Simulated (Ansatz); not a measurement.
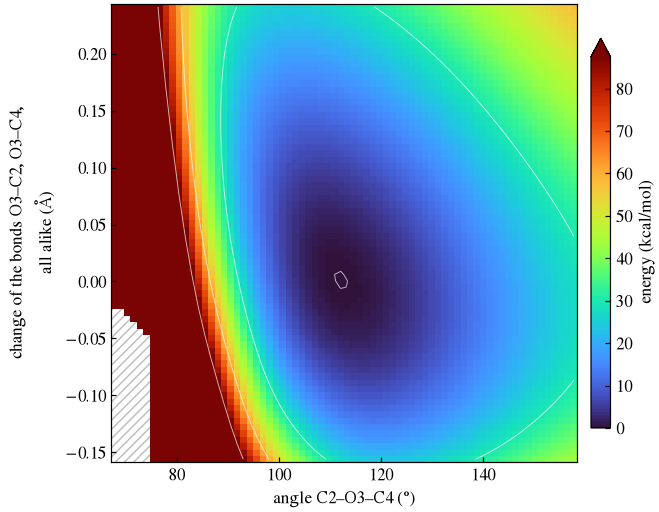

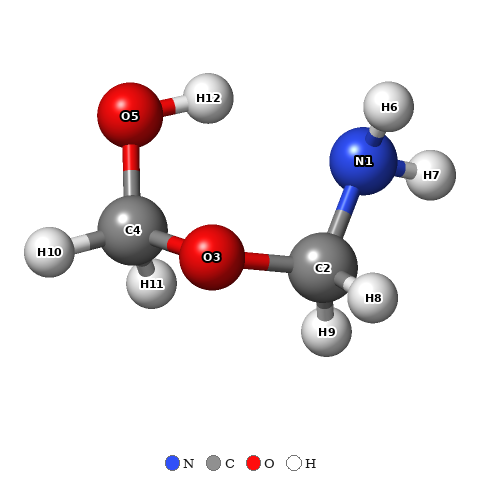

Energy landscape of C2H7NO2, SMILES NCOCO. Coordinates scanned: (1) angle C2–O3–C4; (2) change of the bonds O3–C2, O3–C4, all alike. Nothing is relaxed (all other coordinates rigid). The scan uses a 9 × 9 grid. At 3 points there is no value (left out of the scan, as a rule where atoms come close). Points are written as (first, second). Energies: kcal/mol, counted from the lowest grid point. Method: RKS PBE-D4/def2-TZVP in Ansatz 0.2.0.

In the figure: a smooth colour map with a few white contour lines, one colour for all values above the top of the scale, hatched blanks where no value was computed. Between grid points the surface is interpolated. The second picture is the structure at the lowest point.

**Where are the wells?**

The lowest grid point is at (112.8°, −0.007 Å). It is the only kind of minimum in the scanned range. The highest grid point, (67.8°, −0.007 Å), lies 562 kcal/mol above the lowest. Round the minimum the valley is somewhat tilted: raising angle C2–O3–C4 shifts the best value of the second coordinate downwards (coupling k₁₂/√(k₁₁k₂₂) about 0.4).

Grid values (kcal/mol):

```csv
"second ↓, first →",67.8,79.0,90.3,101.5,112.8,124.0,135.3,146.6,157.8
0.241,230,70,32,25,27,33,41,49,58
0.192,268,76,28,18,19,25,32,41,49
0.142,318,86,25,11,11,17,25,34,42
0.092,382,101,26,7,5,10,18,27,35
0.043,461,123,30,5,1,6,13,22,30
−0.007,562,154,40,7,0,3,10,19,27
−0.057,–,197,56,13,3,4,11,20,28
−0.107,–,255,80,26,11,11,17,25,33
−0.156,–,329,116,47,26,23,28,36,43
```

Time for the 78 points that were run: 13 min on 1 thread of Arm Neoverse V1, on a shared host.
